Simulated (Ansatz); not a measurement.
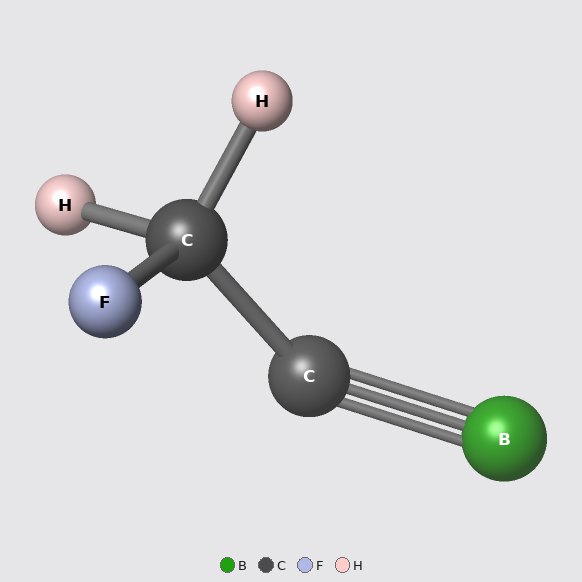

The picture shows a molecular structure as a ball-and-stick model.

What is the molecular formula?

C2H2BF, 6 atoms: 2 carbon, 2 hydrogen, 1 boron and 1 fluorine.

Name some functional groups or characteristic bonds that it holds.

Among them: C–F bond.

How many sets of symmetry-equivalent atoms are there?

6: 1 B, 1 C, 1 C, 1 F, 1 H, 1 H.

More results for the same structure follow; atom numbers are the same in all pictures, views and colours differ. Computed geometry: PBE0-D4/def2-TZVP optimisation. No frequency run is at hand to confirm it as a minimum.

**Shape**

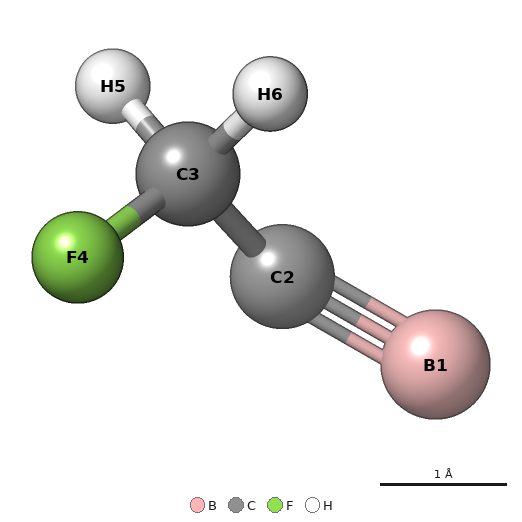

Numbered structure. No frequency run is at hand to confirm it as a minimum.

What are the angles B1–C2–C3, C2–C3–F4, C2–C3–H5, C2–C3–H6, F4–C3–H5, F4–C3–H6, H5–C3–H6?

| angle | degrees |
| --- | --- |
| B1–C2–C3 | 143.7 |
| C2–C3–F4 | 116.1 |
| C2–C3–H5 | 107.2 |
| C2–C3–H6 | 111.7 |
| F4–C3–H5 | 107.4 |
| F4–C3–H6 | 108.2 |
| H5–C3–H6 | 105.6 |

**Electronic properties**

No frequency run is at hand to confirm it as a minimum. Method: RKS PBE0-D4/def2-TZVPP (Ansatz 0.2.0).

What is the HOMO–LUMO gap?

2.26 eV.

Estimate the HOMO energy (Kohn–Sham orbital).

−7.29 eV.

**Dipole moment**

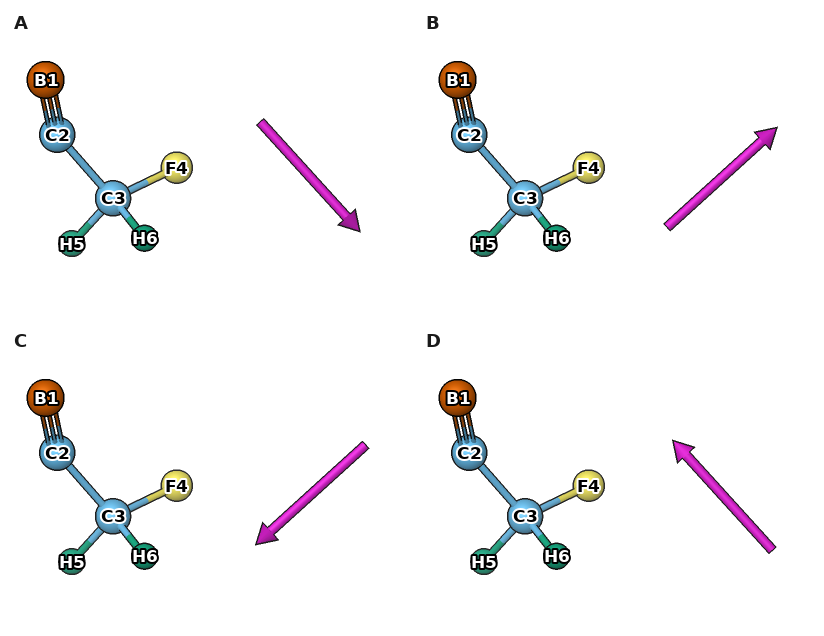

The same molecule four times, each with an arrow. No frequency run is at hand to confirm it as a minimum. Level of theory: RKS PBE0-D4/def2-TZVP (Ansatz 0.2.0).

Which arrow points along the dipole moment, from the negative to the positive end?

C. The dipole moment is 2.02 D; it points from the side of F4 to the side of H5 (the outermost atoms at the two ends).

**Charges**

The questions are on Mulliken charges. No frequency run is at hand to confirm it as a minimum. Method: RKS PBE0-D4/def2-TZVP (Ansatz 0.2.0).

Which atom carries the highest charge (most positive or least negative)?

H6 (0.16 e).

And the lowest?

F4 (−0.21 e).

List the Mulliken charges.

```json
{"atom": "B1", "value (e)": "−0.06"}
{"atom": "C2", "value (e)": "−0.05"}
{"atom": "C3", "value (e)": "0.01"}
{"atom": "F4", "value (e)": "−0.21"}
{"atom": "H5", "value (e)": "0.15"}
{"atom": "H6", "value (e)": "0.16"}
```

Mulliken values depend strongly on the basis set and can even reverse the polarity of a bond.
